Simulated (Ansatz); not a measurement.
# AlHCl₂O: one change and its effect

System: AlHCl₂O (AlCl2(OH)).
Method of the first run: RHF/def2-TZVP (Ansatz 0.2.0).

Text and figures count atoms from 1; the logs count them from 0 in places.

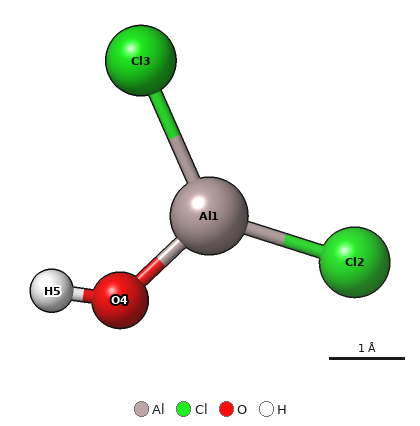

The structure (ball-and-stick view, seen on its broad side; atoms are numbered from 1 in the order of the input). Sticks mark near contacts.

## The input, the first run
```yaml
crystal:
  periodic: [false, false, false]
  atoms:
    - { symbol: Al, position_ang: [0.295533, 0.247641, -0.058109] }
    - { symbol: Cl, position_ang: [2.364315, 0.250035, -0.199539] }
    - { symbol: Cl, position_ang: [-1.246631, 1.944014, -0.215749] }
    - { symbol: O, position_ang: [-0.48912, -1.185762, 0.216672] }
    - { symbol: H, position_ang: [-1.409557, -1.342496, 0.303015] }
basis:
  gaussian: { orbitals: def2-TZVP }
hamiltonian:
  xc: hf
output:
  forces: true
```

Command:
```bash
ansatz run input.yaml --threads 1 --pin off --max-ram 2560MiB --backend cpu --events-out ev --progress --plain --runs-dir out
```

Hardware: 1 thread of Arm Neoverse N1, 24 GiB of memory available, shared host.

## Output (the first run)
```
Engine: ansatz 0.2.0, aarch64-unknown-linux-gnu
Functional definition: HF
  exchange = exact_x
  correlation = 0
1187 factors; their error is unknown
mean field evaluation 1: about -33647.1018 eV, gradient 4.0e1 eV
mean field evaluation 2: about -33648.9887 eV, gradient 2.7e1 eV
mean field evaluation 4: about -33650.0985 eV, gradient 8.5e-1 eV
mean field evaluation 8: about -33650.4955 eV, gradient 4.7e-1 eV
mean field -33650.49561542 eV, -1236.6329047414 hartree, gradient 1.5e-5 eV, S^2 0.000000; 0 other end points of the search recorded, 0 dependent functions left out
the calculation of the forces begins
reference -33650.49561542 eV, -1236.6329047414 hartree; 28, 28 occupied and 120, 120 virtual orbitals, 1187 factors
Total energy: -33650.49561542 eV, -1236.6329047414 hartree
Atom 0 at     0.295533     0.247641    -0.058109 Å, force    -1.888292     1.253587    -0.066766 eV/Å
Atom 1 at     2.364315     0.250035    -0.199539 Å, force    -0.301069     0.271275    -0.021015 eV/Å
Atom 2 at    -1.246631     1.944014    -0.215749 Å, force     1.907309    -1.513513     0.104799 eV/Å
Atom 3 at    -0.489120    -1.185762     0.216672 Å, force     0.296436    -0.088979    -0.006249 eV/Å
Atom 4 at    -1.409557    -1.342496     0.303015 Å, force    -0.014383     0.077630    -0.010768 eV/Å
Dipole moment:    -0.048720    -0.203285     0.034895 e Å
```

The second run used a changed input.

## The two runs side by side

| quantity | the first run | the second run |
| --- | --- | --- |
| outcome | converged | converged |
| total energy (hartree) | −1236.632905 | −1236.605614 |
| largest force (eV/Å) | 2.437 | 4.696 |
| basis functions | 148 | 148 |
| wall time (shared host) | 5.7 s | 5.9 s |

What was changed in the input?

The change (lines with − go, lines with + come):
```diff
-    - { symbol: Cl, position_ang: [-1.246631, 1.944014, -0.215749] }
+    - { symbol: Cl, position_ang: [0.249237, 2.168751, -0.351929] }
```

With the same method and basis, the second run lies 17.1 kcal/mol higher. The largest force goes from 2.437 to 4.696 eV/Å.

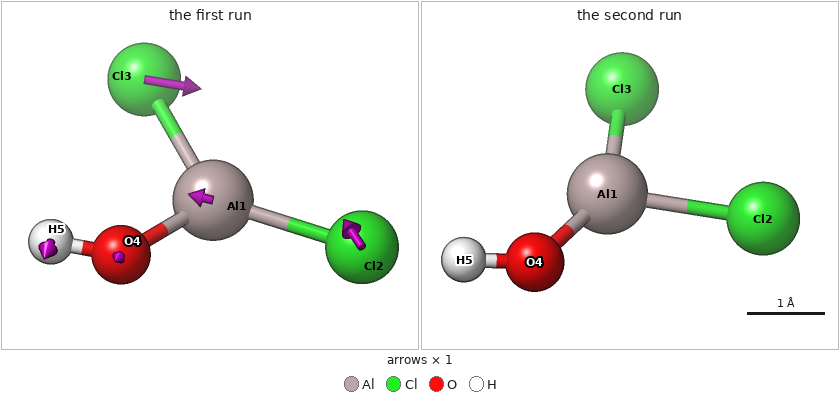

The two input geometries at one scale (ball-and-stick view, seen at a tilt). The pink arrows on the first give the shifts of the atoms after the best rigid fit, at true length. Cl3 moves most after the best rigid fit: 0.77 Å. Largest moves by element: Cl 0.77 Å, H 0.35 Å, Al 0.35 Å, O 0.17 Å. Among the contacts that change: Al1–Cl3 2.298 → 1.944 Å.

## Output (the second run)
```
Engine: ansatz 0.2.0, aarch64-unknown-linux-gnu
Functional definition: HF
  exchange = exact_x
  correlation = 0
1187 factors; their error is unknown
mean field evaluation 1: about -33646.4986 eV, gradient 3.9e1 eV
mean field evaluation 2: about -33648.2898 eV, gradient 2.6e1 eV
mean field evaluation 4: about -33649.3582 eV, gradient 7.9e-1 eV
mean field evaluation 8: about -33649.7528 eV, gradient 4.7e-1 eV
mean field -33649.75298762 eV, -1236.6056136731 hartree, gradient 1.7e-5 eV, S^2 0.000000; 0 other end points of the search recorded, 0 dependent functions left out
the calculation of the forces begins
reference -33649.75298762 eV, -1236.6056136731 hartree; 28, 28 occupied and 120, 120 virtual orbitals, 1187 factors
Total energy: -33649.75298762 eV, -1236.6056136731 hartree
Atom 0 at     0.295533     0.247641    -0.058109 Å, force     1.476287    -2.758198     0.325266 eV/Å
Atom 1 at     2.364315     0.250035    -0.199539 Å, force     1.452433    -1.632509     0.153559 eV/Å
Atom 2 at     0.249237     2.168751    -0.351929 Å, force    -2.360905     4.032514    -0.462293 eV/Å
Atom 3 at    -0.489120    -1.185762     0.216672 Å, force    -0.533416     0.501893    -0.041287 eV/Å
Atom 4 at    -1.409557    -1.342496     0.303015 Å, force    -0.034398    -0.143701     0.024755 eV/Å
Dipole moment:    -0.825448    -0.104069     0.072268 e Å
```
